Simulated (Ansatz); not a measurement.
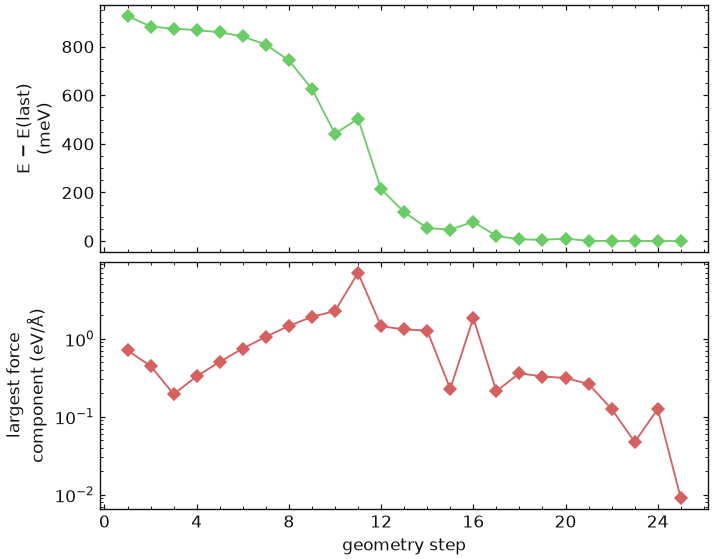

History of a geometry optimisation.

```
crystal:
  periodic: [false, false, false]
  atoms:
    - {symbol: Si, position_ang: [0.424584, -0.071426, 0.318390]}
    - {symbol: F, position_ang: [0.101868, -0.914277, -1.437155]}
    - {symbol: H, position_ang: [1.154295, -1.299558, 0.690485]}
    - {symbol: H, position_ang: [0.928242, 0.986794, 1.248492]}
    - {symbol: N, position_ang: [-1.244279, 0.138803, 0.465578]}
    - {symbol: H, position_ang: [0.871395, 0.011938, -1.413663]}
    - {symbol: H, position_ang: [1.320894, 0.703571, -0.894687]}
    - {symbol: H, position_ang: [-1.918899, -0.339300, -0.104397]}
    - {symbol: H, position_ang: [-1.638098, 0.783454, 1.126959]}
basis:
  gaussian: {orbitals: def2-SVP}
hamiltonian: {xc: {name: revPBE}, dispersion: d4}
relax: {f_tol: 0.01, max_steps: 60, escape_saddle: false}
```

Launched with:
```bash
ansatz run in.yaml --threads 2 --pin off --events-out ev --progress --plain --max-ram 4352MiB
```

How did the optimisation end?

The optimisation met its thresholds at geometry 25, counting the start as the first. The energy fell by about 930 meV from the first step to the last, with a rise at steps 11 and 16. The largest force component goes from about 0.71 eV/Å at the start to 9 × 10⁻³ eV/Å at the end, with a peak of 7 eV/Å at step 11.
